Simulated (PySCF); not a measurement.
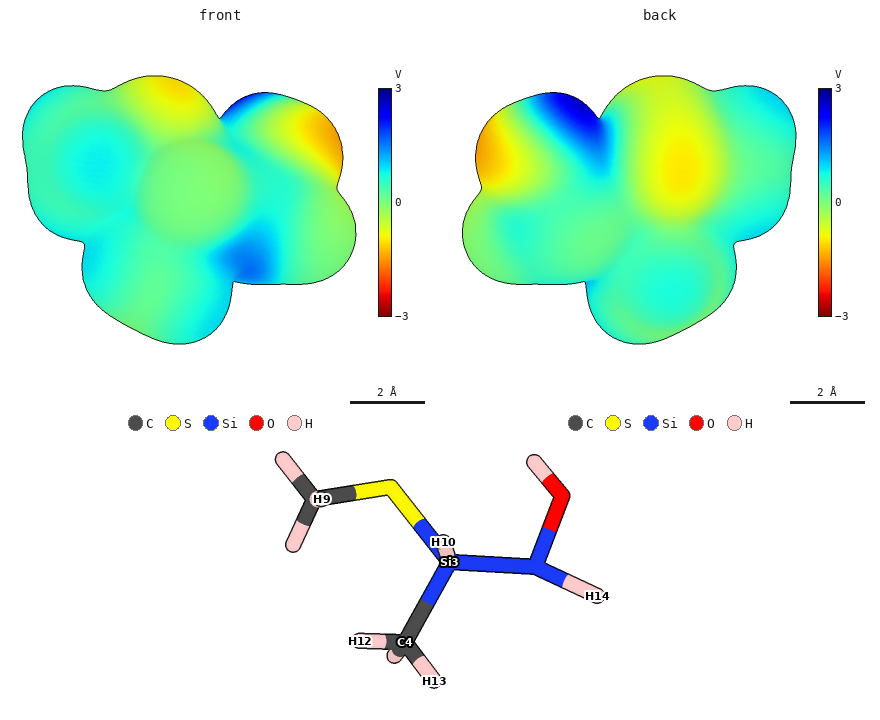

*C$_{2}$H$_{9}$OSSi$_{2}$ (doublet). The molecular electrostatic potential painted on the density surface at 0.002 e/bohr³, seen from the front and from behind; the colour scale runs from red (negative) to blue (positive). The bare structure is drawn below in the same view.*

Geometry: GFN2-xTB.

Method: PySCF, UKS B3LYP, pcH-1 on C H O S Si, non-relativistic, mean-field spin-orbit, GIAO.

```csv
atom,x (Å),y (Å),z (Å)
C,2.3182,-0.3505,1.1626
S,0.9291,-1.3178,0.5180
Si,-0.6569,0.1994,0.5222
C,-0.0271,1.7499,-0.3870
Si,-2.2086,-0.8025,-0.8219
O,-2.4470,-2.3782,-0.4698
H,2.6242,0.3799,0.4194
H,3.1292,-1.0457,1.3548
H,2.0265,0.1427,2.0856
H,-0.6525,0.5793,1.9583
H,0.2774,1.5295,-1.4064
H,0.8230,2.1933,0.1239
H,-0.8057,2.5047,-0.4313
H,-3.6130,-0.3917,-0.8450
H,-1.7213,-2.9842,-0.3451
```

Describe the electrostatic potential map.

Answer. The most negative region (about −1.4 V) lies over O6, the most positive (about +2.4 V) over H15. O6 is the likeliest acceptor of a hydrogen bond.
